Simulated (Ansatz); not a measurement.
# CH3BFNO (SMILES NC1(F)BO1) at HF/6-31G(d) (spherical functions)

What is the energy change on altering one bond length of CH3BFNO at HF/6-31G* (spherical functions)? 

Program for the calculation: Ansatz 0.2.0.

151 further runs of the same task are left out: 151 set aside as unsound or not needed.

## (1) The molecule

CH3BFNO: 8 atoms, total charge 0, spin state singlet. As SMILES, `NC1(F)BO1`. The coordinates come from a PBE0-D4/def2-TZVP relaxation. This is one conformer, not always the lowest.

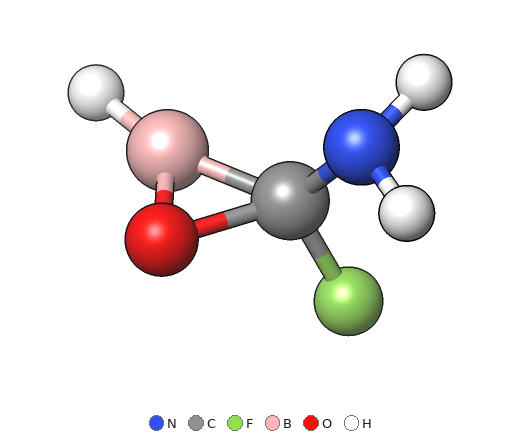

The structure, seen from a chosen angle (nitrogen blue, carbon grey, fluorine green, boron pink, oxygen red, hydrogen white).

## (2) A single-point energy at HF/6-31G(d) (spherical functions)

The input, run.yaml:

```yaml
basis:
  gaussian:
    orbitals: 6-31G_st_-spherical.json
crystal:
  periodic: [false, false, false]
  atoms:
    - symbol: "N"
      position_ang: [-0.431000, 1.148400, 0.184600]
    - symbol: C
      position_ang: [0.054100, -0.061200, -0.289600]
    - symbol: F
      position_ang: [0.122100, -0.132700, -1.658300]
    - symbol: B
      position_ang: [0.337600, -1.307200, 0.515100]
    - symbol: O
      position_ang: [1.346900, -0.473000, 0.255300]
    - symbol: H
      position_ang: [-1.439500, 1.170100, 0.211400]
    - symbol: H
      position_ang: [-0.075300, 1.941600, -0.336200]
    - symbol: H
      position_ang: [0.177200, -2.343100, 1.061900]
accuracy: high
output: {orbitals: {seedname: orbitals}}
hamiltonian:
  xc: hf
```

The basis set 6-31G* is read from a file made from the Basis Set Exchange's data (not shown).

Run with:

```console
ansatz run run.yaml --threads 1 --pin off --max-ram 3480MiB --events-out events.jsonl --progress --plain --runs-dir runs
```

What it wrote:

```text
Warning: RAYON_NUM_THREADS=1 ignored (pool sized by the plan → 1); use --threads N
Functional definition: HF
  name "HF"
  exchange = exact_x
  correlation = 0
1806 factors; integrals over basis functions are off by at most 3.0e-9 eV
mean field evaluation 1: about -7969.8858 eV, gradient 4.1e1 eV
mean field evaluation 2: about -7969.9837 eV, gradient 4.1e1 eV
mean field evaluation 4: about -7973.5456 eV, gradient 4.3e0 eV
mean field evaluation 8: about -7973.6057 eV, gradient 3.4e-1 eV
mean field -7973.60634438 eV, -293.0246284515 hartree, gradient 3.3e-8 eV, S^2 0.000000; 0 other end points of the search recorded, 0 dependent functions left out
reference -7973.60634438 eV, -293.0246284515 hartree; 19, 19 occupied and 57, 57 virtual orbitals, 1806 factors
Total energy: -7973.60634438 eV, -293.0246284515 hartree
```

Wall time 1.9 s (1 thread of Arm Neoverse V2, shared host); peak memory 0.19 GiB.

## (3) The distorted shape, same level

The input, run.yaml:

```yaml
crystal:
  periodic: [false, false, false]
  atoms:
    - {symbol: "N", position_ang: [-0.503778, 1.329872, 0.255742]}
    - {symbol: C, position_ang: [0.054100, -0.061200, -0.289600]}
    - {symbol: F, position_ang: [0.122100, -0.132700, -1.658300]}
    - {symbol: B, position_ang: [0.337600, -1.307200, 0.515100]}
    - {symbol: O, position_ang: [1.346900, -0.473000, 0.255300]}
    - {symbol: H, position_ang: [-1.512278, 1.351572, 0.282542]}
    - {symbol: H, position_ang: [-0.148078, 2.123072, -0.265058]}
    - {symbol: H, position_ang: [0.177200, -2.343100, 1.061900]}
basis:
  gaussian: {orbitals: 6-31G_st_-spherical.json}
accuracy: high
output: {orbitals: {seedname: orbitals}}
hamiltonian: {xc: hf}
```

The basis set 6-31G* is read from a file made from the Basis Set Exchange's data (not shown).

Run with:

```console
ansatz run run.yaml --threads 1 --pin off --max-ram 3480MiB --events-out events.jsonl --progress --plain --runs-dir runs
```

What it wrote:

```text
Warning: RAYON_NUM_THREADS=1 ignored (pool sized by the plan → 1); use --threads N
Functional definition: HF
  name "HF"
  exchange = exact_x
  correlation = 0
1793 factors; integrals over basis functions are off by at most 3.2e-9 eV
mean field evaluation 1: about -7968.9341 eV, gradient 4.2e1 eV
mean field evaluation 2: about -7969.0265 eV, gradient 4.2e1 eV
mean field evaluation 4: about -7972.8664 eV, gradient 4.1e0 eV
mean field evaluation 8: about -7972.9333 eV, gradient 4.1e-1 eV
mean field -7972.93429560 eV, -292.9999311143 hartree, gradient 6.3e-8 eV, S^2 0.000000; 0 other end points of the search recorded, 0 dependent functions left out
reference -7972.93429560 eV, -292.9999311143 hartree; 19, 19 occupied and 57, 57 virtual orbitals, 1793 factors
Total energy: -7972.93429560 eV, -292.9999311143 hartree
```

It took 1.9 s on 1 thread of Arm Neoverse V2, shared host; peak memory 0.18 GiB.

## (4) Outcome

Level: HF/6-31G* (spherical functions).

| quantity | value |
| --- | --- |
| first shape: total energy | -293.02463 Eh |
| first shape: HOMO energy | -11.49 eV |
| first shape: LUMO energy | 3.64 eV |
| first shape: HOMO–LUMO gap | 15.13 eV |
| distorted shape: total energy | -292.99993 Eh |
| distorted shape: HOMO energy | -11.55 eV |
| distorted shape: LUMO energy | 3.47 eV |
| distorted shape: HOMO–LUMO gap | 15.02 eV |
| energy change with the N1–C2 bond stretched from 1.387 to 1.595 Å | 0.672 eV |

**Reading.** With the N1–C2 bond stretched from 1.387 to 1.595 Å the energy rises by 0.67 eV (15.5 kcal/mol). The first shape isn't relaxed at this level, so the change isn't measured from a minimum.
